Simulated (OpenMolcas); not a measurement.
## Single-point calculation, with input and output: BF2 (charge +1) (part 2 of 3)

Continued. System: BF2, charge +1, multiplicity 3. Method: PBE0/cc-pVTZ, UKS (OpenMolcas 26.06). The geometry is that of the parent species in another charge or spin state. The geometry comes from this level: PBE0-D4/def2-TZVP.

Geometry of the input (Å):
```
F  0.3297  1.1405  0.3077
B  0.0000  -0.0000  0.0000
F  -0.3297  -1.1405  -0.3077
```

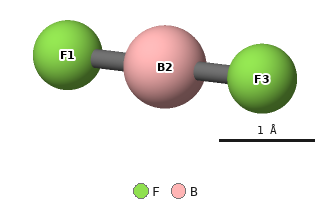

Figure 1. The structure (ball-and-stick view, seen at a tilt; atoms are numbered from 1 in the order of the input).

**Log, continued**
```
      Basis set list:
        1 F1     1s                 19 F1     3d0                37 F3     2px                55 F3     4f2-               73 B2     2pz
        2 F1     1s                 20 F1     3d1+               38 F3     2py                56 F3     4f1-               74 B2     3d2-
        3 F1     1s                 21 F1     3d1+               39 F3     2py                57 F3     4f0                75 B2     3d2-
        4 F1     1s                 22 F1     3d2+               40 F3     2py                58 F3     4f1+               76 B2     3d1-
        5 F1     2px                23 F1     3d2+               41 F3     2pz                59 F3     4f2+               77 B2     3d1-
        6 F1     2px                24 F1     4f3-               42 F3     2pz                60 F3     4f3+               78 B2     3d0
        7 F1     2px                25 F1     4f2-               43 F3     2pz                61 B2     1s                 79 B2     3d0
        8 F1     2py                26 F1     4f1-               44 F3     3d2-               62 B2     1s                 80 B2     3d1+
        9 F1     2py                27 F1     4f0                45 F3     3d2-               63 B2     1s                 81 B2     3d1+
       10 F1     2py                28 F1     4f1+               46 F3     3d1-               64 B2     1s                 82 B2     3d2+
       11 F1     2pz                29 F1     4f2+               47 F3     3d1-               65 B2     2px                83 B2     3d2+
       12 F1     2pz                30 F1     4f3+               48 F3     3d0                66 B2     2px                84 B2     4f3-
       13 F1     2pz                31 F3     1s                 49 F3     3d0                67 B2     2px                85 B2     4f2-
       14 F1     3d2-               32 F3     1s                 50 F3     3d1+               68 B2     2py                86 B2     4f1-
       15 F1     3d2-               33 F3     1s                 51 F3     3d1+               69 B2     2py                87 B2     4f0
       16 F1     3d1-               34 F3     1s                 52 F3     3d2+               70 B2     2py                88 B2     4f1+
       17 F1     3d1-               35 F3     2px                53 F3     3d2+               71 B2     2pz                89 B2     4f2+
       18 F1     3d0                36 F3     2px                54 F3     4f3-               72 B2     2pz                90 B2     4f3+

  Index Energy  Occupation Coefficients ...

    1  -25.2946    1.0000         31 F3     1s     ( 0.986),

    2  -25.2946    1.0000          1 F1     1s     ( 0.986),

    3   -7.3188    1.0000         61 B2     1s     ( 1.001),

    4   -1.7647    1.0000          3 F1     1s     (-0.672),    33 F3     1s     ( 0.672),    69 B2     2py    (-0.347),

    5   -1.7569    1.0000          3 F1     1s     (-0.680),    33 F3     1s     (-0.680),

    6   -1.0389    1.0000          9 F1     2py    (-0.586),    39 F3     2py    ( 0.587),    63 B2     1s     ( 0.553),

    7   -1.0355    1.0000          9 F1     2py    (-0.615),    39 F3     2py    (-0.615),    69 B2     2py    ( 0.584),

    8   -1.0074    1.0000          6 F1     2px    (-0.657),    36 F3     2px    (-0.657),    66 B2     2px    (-0.367),

    9   -0.9682    1.0000          6 F1     2px    ( 0.706),    36 F3     2px    (-0.706),

   10   -0.9612    1.0000         12 F1     2pz    (-0.637),    42 F3     2pz    (-0.637),    72 B2     2pz    (-0.408),

   11   -0.9153    1.0000         12 F1     2pz    ( 0.695),    42 F3     2pz    (-0.695),

   12   -0.4365    1.0000         63 B2     1s     (-0.677),    64 B2     1s     (-0.478),

   13   -0.3564    0.0000         66 B2     2px    ( 1.059),

   14   -0.3432    0.0000         72 B2     2pz    ( 1.058),

   15   -0.0994    0.0000         68 B2     2py    (-0.770),    70 B2     2py    ( 1.345),

   16   -0.0750    0.0000         67 B2     2px    (-1.442),

   17   -0.0715    0.0000         73 B2     2pz    ( 1.443),

   18   -0.0221    0.0000          4 F1     1s     (-1.447),    34 F3     1s     (-1.447),    64 B2     1s     ( 2.718),

   19    0.0737    0.0000         81 B2     3d1+   ( 0.895),

   20    0.0737    0.0000         79 B2     3d0    ( 0.755),    83 B2     3d2+   (-0.477),

--

      All orbitals with orbital energies smaller than  E(LUMO)+0.5 are printed

++    Molecular orbitals:
      -------------------

      Title: UKS-DFT orbitals (beta)

      Molecular orbitals for symmetry species 1: a

      Basis set list:
        1 F1     1s                 19 F1     3d0                37 F3     2px                55 F3     4f2-               73 B2     2pz
        2 F1     1s                 20 F1     3d1+               38 F3     2py                56 F3     4f1-               74 B2     3d2-
        3 F1     1s                 21 F1     3d1+               39 F3     2py                57 F3     4f0                75 B2     3d2-
        4 F1     1s                 22 F1     3d2+               40 F3     2py                58 F3     4f1+               76 B2     3d1-
        5 F1     2px                23 F1     3d2+               41 F3     2pz                59 F3     4f2+               77 B2     3d1-
        6 F1     2px                24 F1     4f3-               42 F3     2pz                60 F3     4f3+               78 B2     3d0
        7 F1     2px                25 F1     4f2-               43 F3     2pz                61 B2     1s                 79 B2     3d0
        8 F1     2py                26 F1     4f1-               44 F3     3d2-               62 B2     1s                 80 B2     3d1+
        9 F1     2py                27 F1     4f0                45 F3     3d2-               63 B2     1s                 81 B2     3d1+
       10 F1     2py                28 F1     4f1+               46 F3     3d1-               64 B2     1s                 82 B2     3d2+
       11 F1     2pz                29 F1     4f2+               47 F3     3d1-               65 B2     2px                83 B2     3d2+
       12 F1     2pz                30 F1     4f3+               48 F3     3d0                66 B2     2px                84 B2     4f3-
       13 F1     2pz                31 F3     1s                 49 F3     3d0                67 B2     2px                85 B2     4f2-
       14 F1     3d2-               32 F3     1s                 50 F3     3d1+               68 B2     2py                86 B2     4f1-
       15 F1     3d2-               33 F3     1s                 51 F3     3d1+               69 B2     2py                87 B2     4f0
       16 F1     3d1-               34 F3     1s                 52 F3     3d2+               70 B2     2py                88 B2     4f1+
       17 F1     3d1-               35 F3     2px                53 F3     3d2+               71 B2     2pz                89 B2     4f2+
       18 F1     3d0                36 F3     2px                54 F3     4f3-               72 B2     2pz                90 B2     4f3+

  Index Energy  Occupation Coefficients ...

    1  -25.2710    1.0000          1 F1     1s     ( 0.492),    31 F3     1s     ( 0.866),

    2  -25.2710    1.0000          1 F1     1s     ( 0.866),    31 F3     1s     (-0.492),

    3   -7.3121    1.0000         61 B2     1s     ( 0.999),

    4   -1.7021    1.0000          3 F1     1s     (-0.656),    33 F3     1s     ( 0.656),    69 B2     2py    (-0.370),

    5   -1.6946    1.0000          3 F1     1s     (-0.665),    33 F3     1s     (-0.665),

    6   -1.0052    1.0000          9 F1     2py    (-0.580),    39 F3     2py    ( 0.586),    63 B2     1s     ( 0.551),

    7   -1.0050    1.0000          9 F1     2py    (-0.605),    39 F3     2py    (-0.600),    69 B2     2py    ( 0.612),

    8   -0.9366    1.0000         12 F1     2pz    ( 0.640),    42 F3     2pz    ( 0.640),    72 B2     2pz    ( 0.393),

    9   -0.8947    1.0000         12 F1     2pz    ( 0.690),    42 F3     2pz    (-0.690),

   10   -0.8641    1.0000          6 F1     2px    (-0.597),    36 F3     2px    (-0.597),    66 B2     2px    (-0.471),

   11   -0.7549    0.0000          6 F1     2px    (-0.667),    36 F3     2px    ( 0.667),

   12   -0.3009    0.0000         63 B2     1s     ( 0.580),    64 B2     1s     ( 0.750),

   13   -0.2860    0.0000         72 B2     2pz    ( 1.092),

   14   -0.2779    0.0000         66 B2     2px    ( 1.074),

--

++    Molecular charges:
      ------------------

      Mulliken charges per centre and basis function type
      ---------------------------------------------------

                            F1                      F3                      B2
                     alpha        beta       alpha        beta       alpha        beta
      1s           1.9427      1.9337      1.9427      1.9337      2.0954      1.2949
      2px          0.9079      0.4274      0.9079      0.4274      0.1268      0.1856
      2pz          0.8954      0.8921      0.8954      0.8921      0.1489      0.1365
      2py          0.8428      0.7713      0.8428      0.7713      0.1818      0.2108
      3d2+         0.0021      0.0018      0.0021      0.0018      0.0849      0.0198
      3d1+         0.0003      0.0002      0.0003      0.0002      0.0064      0.0031
      3d0          0.0009      0.0007      0.0009      0.0007      0.0311      0.0123
      3d1-         0.0018      0.0015      0.0018      0.0015      0.0515      0.0302
      3d2-         0.0018      0.0014      0.0018      0.0014      0.0526      0.0069
      4f3+         0.0000      0.0001      0.0000      0.0001      0.0058      0.0079
      4f2+         0.0000      0.0000      0.0000      0.0000      0.0045      0.0061
      4f1+         0.0000      0.0000      0.0000      0.0000      0.0009      0.0011
      4f0          0.0001      0.0000      0.0001      0.0000      0.0026      0.0034
      4f1-         0.0001      0.0000      0.0001      0.0000      0.0054      0.0071
      4f2-         0.0000      0.0000      0.0000      0.0000      0.0030      0.0040
      4f3-         0.0000      0.0001      0.0000      0.0001      0.0069      0.0093
      Total        4.5958      4.0304      4.5958      4.0304      2.8083      1.9392
      Total              8.6262                  8.6262                  4.7476

      Charge            0.3738                  0.3738                  0.2524

      Total electronic charge=   22.000000

      Total            charge=    1.000000
--

++    Molecular orbitals:
      -------------------

      Title: Natural orbitals

      Molecular orbitals for symmetry species 1: a

      Basis set list:
        1 F1     1s                 19 F1     3d0                37 F3     2px                55 F3     4f2-               73 B2     2pz
        2 F1     1s                 20 F1     3d1+               38 F3     2py                56 F3     4f1-               74 B2     3d2-
        3 F1     1s                 21 F1     3d1+               39 F3     2py                57 F3     4f0                75 B2     3d2-
        4 F1     1s                 22 F1     3d2+               40 F3     2py                58 F3     4f1+               76 B2     3d1-
        5 F1     2px                23 F1     3d2+               41 F3     2pz                59 F3     4f2+               77 B2     3d1-
        6 F1     2px                24 F1     4f3-               42 F3     2pz                60 F3     4f3+               78 B2     3d0
        7 F1     2px                25 F1     4f2-               43 F3     2pz                61 B2     1s                 79 B2     3d0
        8 F1     2py                26 F1     4f1-               44 F3     3d2-               62 B2     1s                 80 B2     3d1+
        9 F1     2py                27 F1     4f0                45 F3     3d2-               63 B2     1s                 81 B2     3d1+
       10 F1     2py                28 F1     4f1+               46 F3     3d1-               64 B2     1s                 82 B2     3d2+
       11 F1     2pz                29 F1     4f2+               47 F3     3d1-               65 B2     2px                83 B2     3d2+
       12 F1     2pz                30 F1     4f3+               48 F3     3d0                66 B2     2px                84 B2     4f3-
       13 F1     2pz                31 F3     1s                 49 F3     3d0                67 B2     2px                85 B2     4f2-
       14 F1     3d2-               32 F3     1s                 50 F3     3d1+               68 B2     2py                86 B2     4f1-
       15 F1     3d2-               33 F3     1s                 51 F3     3d1+               69 B2     2py                87 B2     4f0
       16 F1     3d1-               34 F3     1s                 52 F3     3d2+               70 B2     2py                88 B2     4f1+
       17 F1     3d1-               35 F3     2px                53 F3     3d2+               71 B2     2pz                89 B2     4f2+
       18 F1     3d0                36 F3     2px                54 F3     4f3-               72 B2     2pz                90 B2     4f3+

  Index Energy  Occupation Coefficients ...

    1  -25.2601    2.0000         31 F3     1s     ( 0.985),

    2  -25.2327    2.0000          1 F1     1s     (-0.984),

    3   -7.3495    2.0000         61 B2     1s     (-1.000),

    4   -0.9049    2.0000         12 F1     2pz    (-0.693),    42 F3     2pz    ( 0.693),

    5   -1.0260    1.9999          9 F1     2py    (-0.586),    39 F3     2py    ( 0.586),    63 B2     1s     ( 0.549),

    6   -1.1675    1.9999          3 F1     1s     (-0.466),     9 F1     2py    (-0.500),    33 F3     1s     ( 0.466),    39 F3     2py    (-0.500),
                                  69 B2     2py    ( 0.378),

    7   -1.7439    1.9999          3 F1     1s     (-0.670),    33 F3     1s     (-0.670),

    8   -0.9488    1.9998         12 F1     2pz    ( 0.638),    42 F3     2pz    ( 0.638),    72 B2     2pz    ( 0.400),

    9   -1.6019    1.9997          3 F1     1s     ( 0.510),     9 F1     2py    (-0.363),    33 F3     1s     (-0.510),    39 F3     2py    (-0.363),
                                  69 B2     2py    ( 0.586),

   10   -0.9341    1.9958          6 F1     2px    ( 0.628),    36 F3     2px    ( 0.628),    66 B2     2px    ( 0.420),

   11   -0.8599    1.0000          6 F1     2px    (-0.706),    36 F3     2px    ( 0.706),

   12   -0.3671    1.0000         63 B2     1s     (-0.680),    64 B2     1s     (-0.476),

   13   -0.1604    0.0042          6 F1     2px    (-0.648),    36 F3     2px    (-0.648),    66 B2     2px    ( 1.128),

   14    0.8433    0.0003          3 F1     1s     (-0.797),    33 F3     1s     ( 0.797),    69 B2     2py    ( 1.441),

   15    0.0812    0.0002         71 B2     2pz    ( 0.412),    72 B2     2pz    ( 0.730),

   16    1.7921    0.0001          3 F1     1s     ( 0.732),    33 F3     1s     ( 0.732),    63 B2     1s     (-0.870),    64 B2     1s     ( 0.697),

   17    1.9082    0.0001          4 F1     1s     (-0.544),     9 F1     2py    ( 0.556),    34 F3     1s     ( 0.544),    39 F3     2py    ( 0.556),
                                  69 B2     2py    ( 1.022),

   18    2.0870    0.0001          4 F1     1s     ( 0.927),     9 F1     2py    (-0.670),    10 F1     2py    ( 0.563),    34 F3     1s     ( 0.927),
                                  39 F3     2py    ( 0.670),    40 F3     2py    (-0.563),    63 B2     1s     (-0.465),    64 B2     1s     (-0.639),
                                  82 B2     3d2+   ( 0.682),    83 B2     3d2+   ( 0.561),

   19    2.1821    0.0000         12 F1     2pz    ( 0.729),    13 F1     2pz    (-1.176),    42 F3     2pz    (-0.729),    43 F3     2pz    ( 1.176),

   20    7.5059    0.0000          3 F1     1s     (-2.688),     4 F1     1s     ( 2.772),    33 F3     1s     (-2.693),    34 F3     1s     ( 2.776),
                                  63 B2     1s     (-3.423),

   21    8.1748    0.0000          2 F1     1s     ( 1.764),     3 F1     1s     (-2.797),     4 F1     1s     ( 1.790),    32 F3     1s     (-1.761),
                                  33 F3     1s     ( 2.792),    34 F3     1s     (-1.784),

   22    4.1164    0.0000         63 B2     1s     (-7.850),

   23    0.0161    0.0000         68 B2     2py    (-0.868),    70 B2     2py    ( 1.502),
```
